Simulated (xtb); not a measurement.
Geometry relaxation, with input and output: C3H5AlF (charge −1) (part 2 of 4)

C3H5AlF, charge −1, SMILES C#[C][AlH2-][CH2]F; GFN1-xTB (xtb 6.7.1). The geometry comes from this level: GFN2-xTB.

Geometry of the input (Å):
```
C  -2.4371  -0.6618  1.3182
C  -1.3564  -0.6720  0.7714
Al 0.4402  -0.7887  -0.1011
C  1.0547  1.0820  -0.7485
F  0.4579  1.8193  -1.8015
H  -3.3855  -0.6473  1.7928
H  0.4708  -1.8616  -1.2868
H  1.6061  -1.0928  0.9735
H  1.0238  1.7798  0.1120
H  2.1254  1.0432  -1.0300
```

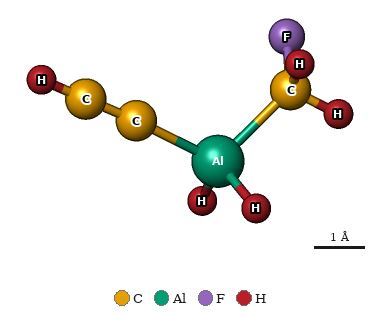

*The input geometry (ball-and-stick view, seen at a tilt). Sticks mark near contacts.*

The program's output, continued:
```
........................................................................
.............................. CYCLE    8 ..............................
........................................................................

 iter      E             dE          RMSdq      gap      omega  full diag
   1    -15.7959152 -0.157959E+02  0.755E-03    5.57       0.0  T
   2    -15.7959157 -0.522446E-06  0.256E-03    5.57      12.3  T
   3    -15.7959158 -0.309851E-07  0.109E-03    5.57      29.1  T
   4    -15.7959158 -0.331978E-09  0.501E-04    5.57      63.1  T
   5    -15.7959158 -0.135138E-09  0.860E-05    5.57     367.9  T
   6    -15.7959158 -0.127081E-10  0.163E-05    5.57    1943.6  T
     SCC iter.                  ...        0 min,  0.002 sec
     gradient                   ...        0 min,  0.007 sec
 * total energy  :   -15.6287984 Eh     change       -0.1318605E-04 Eh
   gradient norm :     0.0014322 Eh/α   predicted    -0.1152311E-04 ( -12.61%)
   displ. norm   :     0.0611400 α      lambda       -0.1194122E-04
   maximum displ.:     0.0348132 α      in ANC's #1, #4, #3, ...

........................................................................
.............................. CYCLE    9 ..............................
........................................................................

 iter      E             dE          RMSdq      gap      omega  full diag
   1    -15.7958666 -0.157959E+02  0.664E-03    5.56       0.0  T
   2    -15.7958669 -0.347393E-06  0.264E-03    5.56      12.0  T
   3    -15.7958669 -0.301977E-07  0.944E-04    5.56      33.5  T
   4    -15.7958670 -0.752307E-09  0.453E-04    5.56      69.8  T
   5    -15.7958670 -0.112509E-09  0.117E-04    5.56     271.0  T
   6    -15.7958670 -0.897060E-11  0.164E-05    5.56    1924.5  T
     SCC iter.                  ...        0 min,  0.002 sec
     gradient                   ...        0 min,  0.008 sec
 * total energy  :   -15.6288054 Eh     change       -0.6991394E-05 Eh
   gradient norm :     0.0007706 Eh/α   predicted    -0.5978649E-05 ( -14.49%)
   displ. norm   :     0.0308525 α      lambda       -0.6522383E-05
   maximum displ.:     0.0197638 α      in ANC's #3, #4, #2, ...

........................................................................
.............................. CYCLE   10 ..............................
........................................................................

 iter      E             dE          RMSdq      gap      omega  full diag
   1    -15.7957763 -0.157958E+02  0.386E-03    5.56       0.0  T
   2    -15.7957764 -0.109479E-06  0.121E-03    5.56      26.2  T
   3    -15.7957764 -0.756053E-08  0.432E-04    5.56      73.2  T
   4    -15.7957764 -0.192033E-09  0.208E-04    5.56     152.1  T
   5    -15.7957764 -0.125748E-10  0.365E-05    5.56     866.5  T
   6    -15.7957764 -0.155609E-11  0.624E-06    5.56    5066.2  T
     SCC iter.                  ...        0 min,  0.002 sec
     gradient                   ...        0 min,  0.008 sec
 * total energy  :   -15.6288096 Eh     change       -0.4182943E-05 Eh
   gradient norm :     0.0010276 Eh/α   predicted    -0.3261602E-05 ( -22.03%)
   displ. norm   :     0.0241499 α      lambda       -0.4708073E-05
   maximum displ.:     0.0122922 α      in ANC's #3, #10, #7, ...

........................................................................
.............................. CYCLE   11 ..............................
........................................................................

 iter      E             dE          RMSdq      gap      omega  full diag
   1    -15.7958286 -0.157958E+02  0.483E-03    5.57       0.0  T
   2    -15.7958288 -0.241427E-06  0.156E-03    5.57      20.2  T
   3    -15.7958288 -0.506923E-08  0.735E-04    5.57      43.0  T
   4    -15.7958288 -0.730154E-09  0.274E-04    5.57     115.6  T
   5    -15.7958288 -0.489209E-10  0.959E-05    5.57     329.7  T
   6    -15.7958288 -0.959233E-11  0.402E-06    5.57    7871.2  T
     SCC iter.                  ...        0 min,  0.002 sec
     gradient                   ...        0 min,  0.008 sec
 * total energy  :   -15.6288125 Eh     change       -0.2965933E-05 Eh
   gradient norm :     0.0007266 Eh/α   predicted    -0.2355473E-05 ( -20.58%)
   displ. norm   :     0.0237531 α      lambda       -0.2725615E-05
   maximum displ.:     0.0117864 α      in ANC's #1, #5, #3, ...

........................................................................
.............................. CYCLE   12 ..............................
........................................................................

 iter      E             dE          RMSdq      gap      omega  full diag
   1    -15.7958397 -0.157958E+02  0.228E-03    5.57       0.0  T
   2    -15.7958397 -0.435879E-07  0.781E-04    5.57      40.5  T
   3    -15.7958397 -0.259336E-08  0.317E-04    5.57      99.8  T
   4    -15.7958397 -0.127354E-09  0.137E-04    5.57     231.2  T
   5    -15.7958397 -0.123688E-10  0.301E-05    5.57    1050.4  T
     SCC iter.                  ...        0 min,  0.002 sec
     gradient                   ...        0 min,  0.008 sec
 * total energy  :   -15.6288149 Eh     change       -0.2361015E-05 Eh
   gradient norm :     0.0003796 Eh/α   predicted    -0.1362724E-05 ( -42.28%)
   displ. norm   :     0.0316365 α      lambda       -0.1431008E-05
   maximum displ.:     0.0218318 α      in ANC's #3, #1, #4, ...

........................................................................
.............................. CYCLE   13 ..............................
........................................................................

 iter      E             dE          RMSdq      gap      omega  full diag
   1    -15.7957485 -0.157957E+02  0.146E-03    5.57       0.0  T
   2    -15.7957485 -0.217437E-07  0.619E-04    5.57      51.1  T
   3    -15.7957485 -0.465821E-09  0.328E-04    5.57      96.3  T
   4    -15.7957485 -0.457288E-10  0.659E-05    5.57     479.6  T
   5    -15.7957485 -0.740563E-11  0.232E-05    5.57    1364.4  T
     SCC iter.                  ...        0 min,  0.002 sec
     gradient                   ...        0 min,  0.008 sec
 * total energy  :   -15.6288160 Eh     change       -0.1072319E-05 Eh
   gradient norm :     0.0003674 Eh/α   predicted    -0.7157827E-06 ( -33.25%)
   displ. norm   :     0.0105444 α      lambda       -0.4306252E-06
   maximum displ.:     0.0069093 α      in ANC's #3, #2, #4, ...

........................................................................
.............................. CYCLE   14 ..............................
........................................................................

 iter      E             dE          RMSdq      gap      omega  full diag
   1    -15.7959201 -0.157959E+02  0.134E-03    5.57       0.0  T
   2    -15.7959201 -0.442206E-08  0.712E-04    5.57      44.4  T
   3    -15.7959201 -0.255508E-09  0.351E-04    5.57      90.1  T
   4    -15.7959201 -0.537188E-10  0.559E-05    5.57     565.5  T
   5    -15.7959201 -0.131095E-10  0.128E-05    5.57    2472.9  T
     SCC iter.                  ...        0 min,  0.003 sec
     gradient                   ...        0 min,  0.008 sec
 * total energy  :   -15.6288162 Eh     change       -0.2822847E-06 Eh
   gradient norm :     0.0002721 Eh/α   predicted    -0.2157162E-06 ( -23.58%)
   displ. norm   :     0.0062257 α      lambda       -0.2164248E-06
   maximum displ.:     0.0038660 α      in ANC's #3, #2, #10, ...

........................................................................
.............................. CYCLE   15 ..............................
........................................................................

 iter      E             dE          RMSdq      gap      omega  full diag
   1    -15.7959169 -0.157959E+02  0.765E-04    5.57       0.0  T
   2    -15.7959169 -0.123523E-08  0.402E-04    5.57      78.6  T
   3    -15.7959169 -0.463665E-10  0.168E-04    5.57     188.4  T
   4    -15.7959169 -0.110543E-10  0.350E-05    5.57     902.6  T
     SCC iter.                  ...        0 min,  0.002 sec
     gradient                   ...        0 min,  0.008 sec
 * total energy  :   -15.6288164 Eh     change       -0.1475697E-06 Eh
   gradient norm :     0.0001969 Eh/α   predicted    -0.1097331E-06 ( -25.64%)
   displ. norm   :     0.0042180 α      lambda       -0.1188135E-06
   maximum displ.:     0.0028906 α      in ANC's #2, #1, #10, ...

........................................................................
.............................. CYCLE   16 ..............................
........................................................................

 iter      E             dE          RMSdq      gap      omega  full diag
   1    -15.7958581 -0.157959E+02  0.396E-04    5.57       0.0  T
   2    -15.7958581 -0.858403E-09  0.134E-04    5.57     236.8  T
   3    -15.7958581 -0.349551E-10  0.631E-05    5.57     501.4  T
     SCC iter.                  ...        0 min,  0.001 sec
     gradient                   ...        0 min,  0.008 sec
 * total energy  :   -15.6288165 Eh     change       -0.1035539E-06 Eh
   gradient norm :     0.0001295 Eh/α   predicted    -0.5848518E-07 ( -43.52%)
   displ. norm   :     0.0027094 α      lambda       -0.3573461E-07
   maximum displ.:     0.0019025 α      in ANC's #2, #1, #8, ...

........................................................................
.............................. CYCLE   17 ..............................
........................................................................

 iter      E             dE          RMSdq      gap      omega  full diag
   1    -15.7958691 -0.157959E+02  0.242E-04    5.57       0.0  T
   2    -15.7958691 -0.194307E-09  0.105E-04    5.57     301.1  T
   3    -15.7958691 -0.844125E-11  0.523E-05    5.57     604.9  T
     SCC iter.                  ...        0 min,  0.002 sec
     gradient                   ...        0 min,  0.010 sec
 * total energy  :   -15.6288165 Eh     change       -0.3157997E-07 Eh
   gradient norm :     0.0000323 Eh/α   predicted    -0.1855028E-07 ( -41.26%)
   displ. norm   :     0.0013619 α      lambda       -0.8698297E-08
   maximum displ.:     0.0011303 α      in ANC's #4, #2, #5, ...

   *** GEOMETRY OPTIMIZATION CONVERGED AFTER 17 ITERATIONS ***

------------------------------------------------------------------------
 total energy gain   :        -0.0022888 Eh       -1.4362 kcal/mol
 total RMSD          :         0.2411474 a0        0.1276 Å
 total power (kW/mol):        -0.3534857 (step)  -23.0716 (real)
------------------------------------------------------------------------

 ANCopt (total)                0 d,  0 h,  0 min,  0.260 sec
 optimizer setup                ...        0 min,  0.000 sec (  0.043%)
 model hessian                  ...        0 min,  0.001 sec (  0.368%)
 ANC generation                 ...        0 min,  0.000 sec (  0.087%)
 coordinate transformation      ...        0 min,  0.000 sec (  0.070%)
 single point calculation       ...        0 min,  0.254 sec ( 97.383%)
 optimization log               ...        0 min,  0.002 sec (  0.912%)
 hessian update                 ...        0 min,  0.000 sec (  0.075%)
 rational function              ...        0 min,  0.002 sec (  0.669%)

================
 final structure:
================
10
 xtb: 6.7.1
C           -2.37860361719575       -0.64124557796069        1.28048200938249
C           -1.28691912097039       -0.68250210157947        0.75060027974978
Al           0.52531693835367       -0.77775045725611       -0.09280136334164
C            1.06962770515332        1.09697914782721       -0.68749419119999
F            0.31788419446392        1.59999986993785       -1.79075988738373
H           -3.33978765905810       -0.60120473387669        1.74303125683531
H            0.45167865259511       -1.81207393755517       -1.28872205562249
H            1.54418634368460       -1.25205111647927        1.03926694701121
H            0.97613053774188        1.89275174091143        0.07854033789599
H            2.12047602523175        1.17709716603094       -1.03216333332686

 Bond Distances (Angstroems)
 ---------------------------
C1-C2=1.2142         C1-H6=1.0674         C2-C1=1.2142         C2-Al3=2.0011        Al3-C2=2.0011        Al3-C4=2.0407
Al3-H7=1.5829        Al3-H8=1.5952        C4-Al3=2.0407        C4-F5=1.4267         C4-H9=1.1085         C4-H10=1.1088
F5-C4=1.4267         H6-C1=1.0674         H7-Al3=1.5829        H8-Al3=1.5952        H9-C4=1.1085         H10-C4=1.1088
 C  H  Rav=1.0949 sigma=0.0194  Rmin=1.0674  Rmax=1.1088     3
 C  C  Rav=1.2142 sigma=0.0000  Rmin=1.2142  Rmax=1.2142     1
 F  C  Rav=1.4267 sigma=0.0000  Rmin=1.4267  Rmax=1.4267     1
 Al H  Rav=1.5890 sigma=0.0062  Rmin=1.5829  Rmax=1.5952     2
 Al C  Rav=2.0209 sigma=0.0198  Rmin=2.0011  Rmax=2.0407     2

 selected bond angles (degree)
 --------------------
H6-C1-C2=179.72                Al3-C2-C1=178.78               C4-Al3-C2=108.70               H7-Al3-C2=107.90
H7-Al3-C4=113.11               H8-Al3-C2=107.07               H8-Al3-C4=108.03               H8-Al3-H7=111.82
F5-C4-Al3=114.12               H9-C4-Al3=115.82               H9-C4-F5=103.70                H10-C4-Al3=114.19
H10-C4-F5=103.50               H10-C4-H9=104.06

 selected dihedral angles (degree)
 ---------------------------------
Al3-C2-C1-H6=173.51           C4-Al3-C2-C1=220.89           H7-Al3-C2-C1= 97.87           H8-Al3-C2-C1=337.36
F5-C4-Al3-C2=290.24           F5-C4-Al3-H7= 50.07           F5-C4-Al3-H8=174.39           H9-C4-Al3-C2= 50.57
H9-C4-Al3-H7=170.40           H9-C4-Al3-H8=294.72           H10-C4-Al3-C2=171.45          H10-C4-Al3-H7=291.27
H10-C4-Al3-H8= 55.60
           -------------------------------------------------
          |                Final Singlepoint                |
           -------------------------------------------------

          ...................................................
          :                      SETUP                      :
          :.................................................:
          :  # basis functions                  36          :
          :  # atomic orbitals                  35          :
          :  # shells                           21          :
          :  # electrons                        28          :
          :  # halogen bonds                     0          :
          :  max. iterations                   250          :
          :  Hamiltonian                  GFN1-xTB          :
          :  restarted?                      false          :
          :  GBSA solvation                  false          :
          :  PC potential                    false          :
          :  electronic temp.          300.0000000     K    :
          :  accuracy                    1.0000000          :
          :  -> integral cutoff          0.2500000E+02      :
          :  -> integral neglect         0.1000000E-07      :
          :  -> SCF convergence          0.1000000E-05 Eh   :
          :  -> wf. convergence          0.2000000E-04 e    :
          :  Broyden damping             0.4000000          :
          :  net charge                         -1          :
          :  unpaired electrons                  0          :
          ...................................................

 iter      E             dE          RMSdq      gap      omega  full diag
   1    -15.7958691 -0.157959E+02  0.119E-05    5.57       0.0  T
   2    -15.7958691 -0.211386E-12  0.593E-06    5.57    5330.4  T
   3    -15.7958691 -0.266454E-13  0.263E-06    5.57   12002.7  T

   *** convergence criteria satisfied after 3 iterations ***
```
